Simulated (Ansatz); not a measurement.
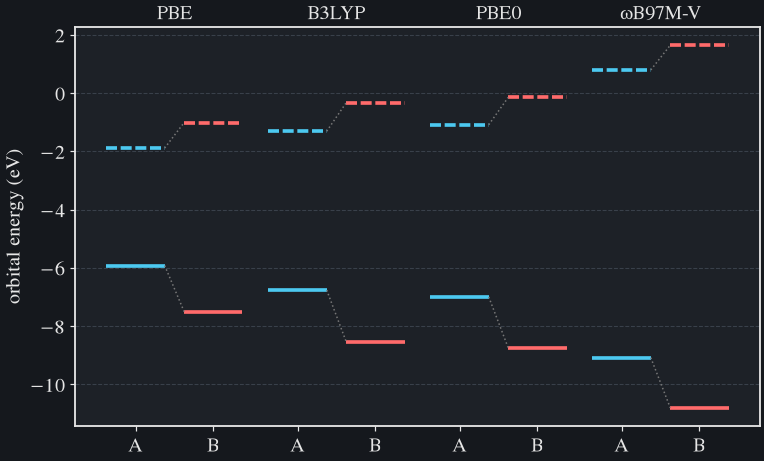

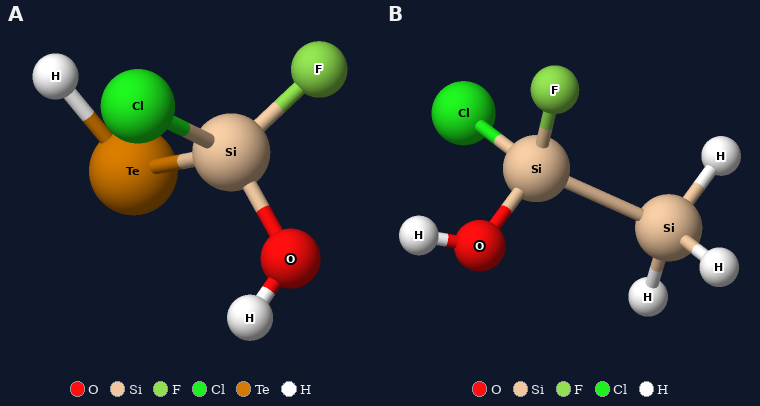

One change: A, SiH₂TeOClF (SMILES O[Si@](F)(Cl)[TeH]), becomes B, Si₂H₄OClF (SMILES O[Si@@](F)([SiH3])Cl). TeH on Si is replaced by SiH₃. HOMO (solid) and LUMO (dashed) computed in def2-TZVPP at PBE0-D4/def2-TZVP geometries, both minima by their frequencies, gas phase, the Ansatz code. Empty levels above zero depend strongly on the basis.

**What does the change do to HOMO and LUMO?**

PBE: the HOMO falls by 1.58 eV, the LUMO rises by 0.87 eV, and the separation goes from 4.04 to 6.49 eV. B3LYP: the HOMO falls by 1.77 eV, the LUMO rises by 0.98 eV, and the separation goes from 5.46 to 8.20 eV. PBE0: the HOMO falls by 1.75 eV, the LUMO rises by 0.94 eV, and the separation goes from 5.91 to 8.60 eV. ωB97M-V: the HOMO falls by 1.72 eV, the LUMO rises by 0.85 eV, and the separation goes from 9.88 to 12.45 eV.

**Do the functionals agree on the effect?**

They agree on the direction for both levels; the HOMO shift lies between −1.77 and −1.58 eV and the LUMO shift between 0.85 and 0.98 eV, while the separations themselves differ by up to 6.0 eV between functionals.

Caveats: core potentials past krypton; spin-orbit coupling is left out, and with Te it can shift these values.
